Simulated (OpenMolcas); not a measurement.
## A ladder of methods for AlNH4O2 (SMILES [NH2][Al]([OH])[OH])

AlNH4O2: 8 atoms, total charge 0, spin state singlet. SMILES: `[NH2][Al]([OH])[OH]`. The coordinates come from a PBE0-D4/def2-TZVP relaxation. This is one conformer, not always the lowest.

```xyz
8

N    -0.4534    1.3709    0.1590
Al    0.0219   -0.3143   -0.0152
O     1.5694   -0.8061   -0.5009
O    -1.1401   -1.4961    0.3242
H     0.1328    2.1700   -0.0090
H    -1.3726    1.6620    0.4477
H     2.2870   -0.2138   -0.7127
H    -0.9528   -2.4298    0.2512
```

Each level gives the energy change with the Al2–O3 bond stretched from 1.695 to 2.203 Å (eV). The values are calculated.

| level | kind | program | value (eV) | less CCSD(T)/6-311+G** |
| --- | --- | --- | --- | --- |
| HF/6-311+G** (restricted) | Hartree–Fock | OpenMolcas | 1.80 | +0.27 |
| SVWN5/6-311+G** (restricted) | LDA | OpenMolcas | 1.54 | +0.01 |
| revPBE/6-311+G** (restricted) | GGA | OpenMolcas | 1.25 | -0.28 |
| TPSS/6-311+G** (restricted) | meta-GGA | OpenMolcas | 1.38 | -0.15 |
| r2SCAN/6-311+G** (restricted) | meta-GGA | OpenMolcas | 1.53 | 0.00 |
| B3LYP/6-311+G** (restricted) | global hybrid | OpenMolcas | 1.48 | -0.05 |
| B2PLYP/6-311+G** (restricted) | double hybrid | OpenMolcas | 1.50 | -0.03 |
| MP2/6-311+G** (restricted) | perturbation theory | OpenMolcas | 1.52 | -0.01 |
| CCSD(T)/6-311+G** (Cholesky decomposition) (restricted) | coupled cluster or CI | OpenMolcas | 1.53 | 0.00 |

Differences are taken from CCSD(T)/6-311+G** (Cholesky decomposition) (restricted) for orientation; it has basis-set and higher-order errors of its own. The first shape isn't each level's own minimum. The values span 1.25 to 1.80 eV.

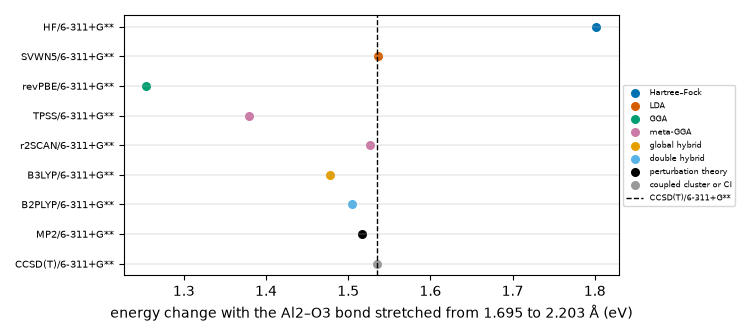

The values of the table, level by level.
